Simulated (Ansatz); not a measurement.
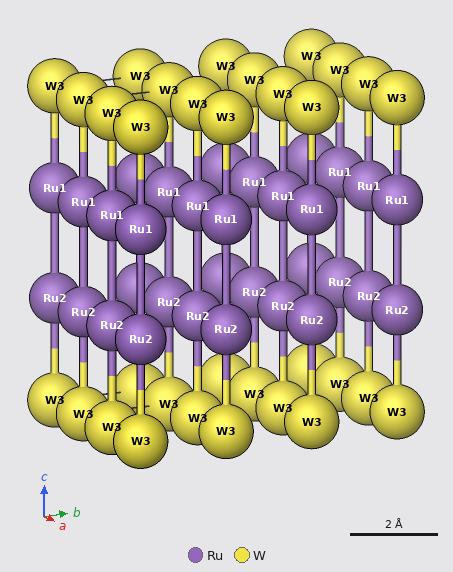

This is the input geometry for a relaxation of a crystal of Ru2W (a generated structure, set up in P6/mmm). A ball-and-stick model of the cell of the calculation, repeated 3 × 3 × 1 with one cell outlined, seen slightly off an axis.

Computed with DFT PBE, scalar-relativistic, plane waves, PAW (Ansatz 0.2.0).

Input
```yaml
crystal:
  lattice:
    - [2.7503995604, 0.0, 0.0]
    - [-1.3751997802, 2.3819158899, 0.0]
    - [0.0, 0.0, 7.327547349]
  atoms:
    - { symbol: Ru, position: [0.0, 0.0, 0.6752415664] }
    - { symbol: Ru, position: [0.0, 0.0, 0.3247584336] }
    - { symbol: W, position: [0.0, 0.0, 0.0] }
basis:
  ecutwfc: 420
kpoints:
  mp_grid: { grid: [18, 18, 6] }
hamiltonian:
  xc: pbe
scf:
  occupations: { method: gaussian, width: 0.1 }
output:
  forces: true
  stress: true
  eigenvalues: true
  write_density: true
  write_potential: true
  elf: true
  volumetric_format: npy
relax:
  adjacent_minimum: "off"
  f_tol: 0.01
  max_steps: 80
  cell: { stress_tol: 0.05 }
```

Run as
```bash
ansatz run input.yaml --threads 1 --pin off --max-ram 2560MiB --backend cpu --events-out ev --progress --plain --runs-dir out
```

Q: What does the optimiser find from here?

A: The largest moves relative to the cell, 0.018 Å, are those of Ru1 and Ru2. Ru1 goes along −c. W stays in place. The drawn cell changes at constant volume: a = b 2.750 → 2.758 Å (+0.3 %), c 7.328 → 7.286 Å (−0.6 %). Some distances before and after: Ru1–Ru2 2.568 → 2.517 Å, W3–W3 2.750 → 2.758 Å, Ru1–Ru1 2.750 → 2.758 Å, Ru1–W3 2.380 → 2.384 Å. The space group stays P6/mmm (No. 191). Over 3 accepted moves (4 points after the start) the energy falls by 2.5 meV per atom. The largest force component goes from 0.24 to 0.0089 eV/Å. Pressure: 0.39 GPa at the start and 0.01 GPa at the end. At 1 point the geometry stayed and the basis and grid were re-selected for the new cell (energy shift of less than 0.05 meV per atom at most each time).

Final geometry:

```
Ru W
1.0
     2.75815    0.00000    0.00000
    -1.37908    2.38863    0.00000
     0.00000    0.00000    7.28561
Ru W
2 1
Direct
  0.00000 0.00000 0.67271
  0.00000 0.00000 0.32729
  0.00000 0.00000 0.00000
```
